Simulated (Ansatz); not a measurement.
Calibrating B2PLYP/def2-TZVPP on Si-containing molecules

The vertical ionisation energy (cation less neutral) in eV of 7 Si-containing molecules: x at B2PLYP/def2-TZVPP, y at CCSD(T)/def2-TZVPP. Shapes, held fixed at every level: PBE0-D4/def2-TZVP. Flexible molecules stand in one conformer, not always the lowest. Programs: Ansatz 0.2.0.

```
                                               molecule  x (eV)  y (eV)
    Ge2Si3H10 (SMILES [SiH2]1[SiH2][GeH2][GeH2][SiH2]1)    9.24    9.38
Ge2Si4H14 (SMILES [SiH3][SiH2][SiH2][GeH2][SiH2][GeH3])    9.32       ?
             Ge3SiH10 (SMILES [SiH3][GeH2][GeH2][GeH3])    9.39    9.54
   Si6H14 (SMILES [SiH3][SiH2][SiH2][SiH2][SiH2][SiH3])    9.41    9.58
                     C2H8Si2 (SMILES [SiH3]/C=C/[SiH3])   10.12   10.31
         C5H10Cl2Si2 (SMILES C=C[SiH](Cl)C[SiH](Cl)C=C)   10.24   10.50
                  CH8O4Si2 (SMILES C[SiH](O)O[SiH](O)O)   10.62   10.94
```

Task: Fit y = c + s·x to the known rows and predict y for Ge2Si4H14.

Result: 
1. Means of the 6 rows: x = 9.8367, y = 10.042.
2. Σ(Δx)² = 1.5941, Σ(Δx·Δy) = 1.7804, so the slope is 1.7804/1.5941 = 1.1169.
3. Intercept: 10.042 − (1.1169) × 9.8367 = -0.945. The largest residual of the fit is 0.048.
4. Ge2Si4H14: -0.945 + 1.1169 × 9.32 = 9.46 eV.

CCSD(T)/def2-TZVPP gives 9.50 eV, so the prediction is off by -0.04 eV, within the largest residual. Uncorrected, B2PLYP/def2-TZVPP misses it by -0.18 eV, and the other rows by 0.21 on average. The line removes about 80 % of this miss. Left out in turn, the other rows are missed by 0.03 eV on average, so much of the error is systematic among these molecules. Cations run unrestricted. Relativity is left out for Ge. Outer-core shells of Ge are correlated, in sets that cover them unevenly.

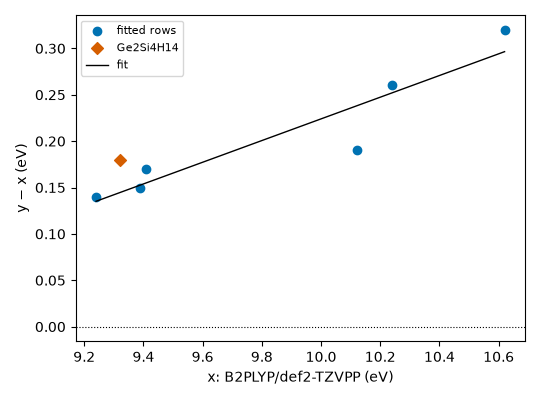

The correction y − x against x, with the fitted line and the withheld molecule.
